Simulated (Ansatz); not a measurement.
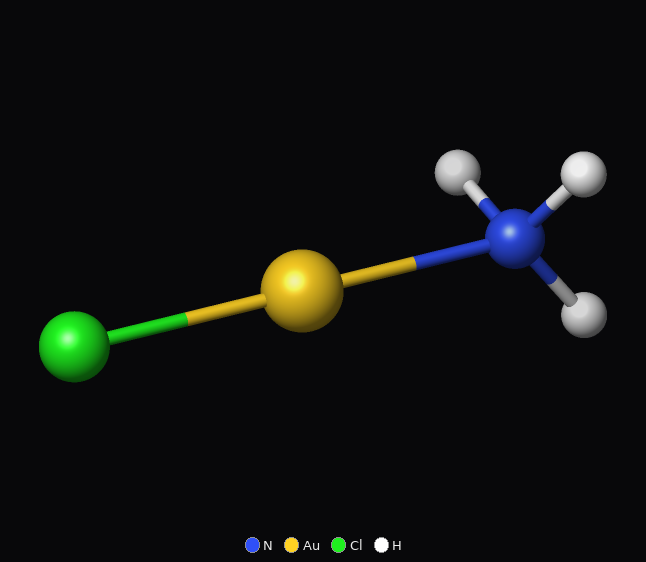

The species is neutral and a spin singlet. Geometry: moved along internal coordinates away from the minimum. Method: RHF-CCSD(T), frozen core/def2-TZVPP, core potentials on Au (Ansatz 0.2.0).

What does the calculation give?

The species is AuClH3N (`[NH3+][Au-][Cl]`).
- T1 diagnostic: 0.014
